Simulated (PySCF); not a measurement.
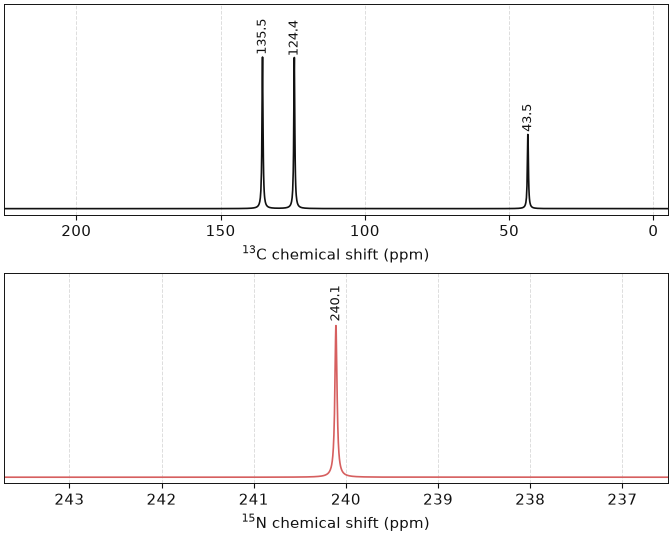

GIAO shifts, CAM-B3LYP/pcSseg-1, PySCF, at a PBE0-D3(BJ)/def2-SVP geometry (no frequency check), against TMS for ¹³C and NH₃ for ¹⁵N computed at the same level (¹⁵N: a single molecule, while the usual scales start at liquid NH₃ or nitromethane; multiply bonded nitrogen can come out tens of ppm too deshielded). Gas phase, fully decoupled, line heights follow the number of nuclei, widths are arbitrary (no quadrupolar broadening); values of one conformer, averaged over nuclei that symmetry, rotation about single bonds or inversion at nitrogen exchange, these motions taken as fast; other conformers aren't averaged in.

### Which structure fits the spectrum?
A. C₄H₁₁NOSi, SMILES NC[C@@H]1CO[SiH2]C1
B. C₅H₉B₂N, SMILES BCBn1cccc1

Option B. Its ¹³C signals: 135.5 (2 C), 124.4 (2 C), 43.5 (1 C) ppm. Its ¹⁵N signals: 240.1 (1 N) ppm.
